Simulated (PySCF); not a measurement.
```xyz
18

C    -1.4242    1.2627   -0.1316
N    -1.1510   -0.1274   -0.3912
C    -2.2244   -0.9971   -0.0044
Si    0.4355   -0.7086   -0.6334
N     1.4227    0.4352   -1.5035
Si    2.7523    0.4195   -0.3913
N     1.6761   -0.5380    0.5809
H    -1.6136    1.4441    0.9332
H    -0.5684    1.8542   -0.4431
H    -2.3084    1.5803   -0.6949
H    -2.4030   -0.9649    1.0781
H    -1.9849   -2.0191   -0.2835
H    -3.1500   -0.7011   -0.5081
H     0.3303   -2.0544   -1.1881
H     1.3915    0.7014   -2.4692
H     3.0474    1.7312    0.1770
H     3.9333   -0.3035   -0.8564
H     1.8300   -1.0081    1.4531
```

Geometry: GFN2-xTB.

All numbers below come from CAM-B3LYP/def2-SVPD, SCF density, gas phase (PySCF 2.14.0).

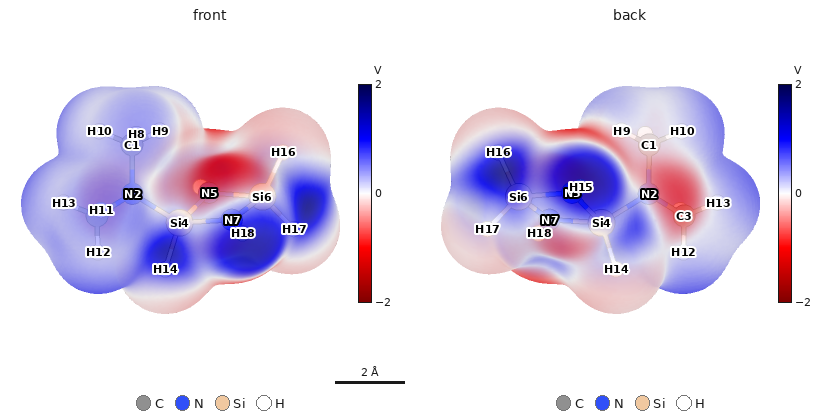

C₂H₁₁N₃Si₂ (SMILES CN(C)[SiH]1N[SiH2]N1). The electrostatic potential painted on the density surface at 0.002 e/bohr³, seen from the front and from behind; the colour scale runs from red (negative) to blue (positive).

### Where is the surface potential most negative and most positive?

The most negative region (about −1.0 V, or −23 kcal/mol for a unit charge) lies over N7, the most positive (about +1.5 V, or +35 kcal/mol for a unit charge) over Si6.

### What dipole moment does the calculation give?

Its dipole moment is 0.57 D.
